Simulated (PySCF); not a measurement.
SMILES OB(O)O[Si](F)(F)F, singlet, PBE0/def2-SVP optimised geometry. Atoms within 1.6 Å of the plane z = 0.0 Å (x, y, z in Å): Si1 (-1.70, -0.36, 0.00), F2 (-2.23, -1.10, -1.32), F3 (-2.28, -1.12, 1.27), F4 (-2.29, 1.12, 0.00), O5 (-0.09, -0.36, 0.00), B6 (0.91, -0.84, -0.86), O8 (2.20, -0.64, -0.52), H10 (2.29, -0.17, 0.32).

Computed with PBE0/def2-TZVP in PySCF. Cells within 0.4 Å of a nucleus heavier than hydrogen are left out (blank, or x).

Map of the LUMO amplitude (bohr^(-3/2)) on the plane z = 0.0 Å; orbital energy -0.06 eV, overall sign arbitrary:

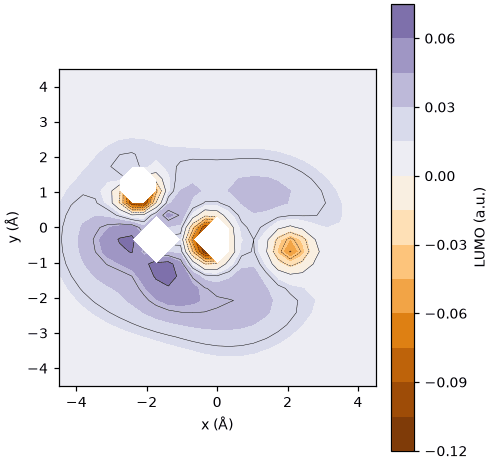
Fig. 1. LUMO amplitude (bohr^(-3/2)) on the plane z = 0.0 Å.
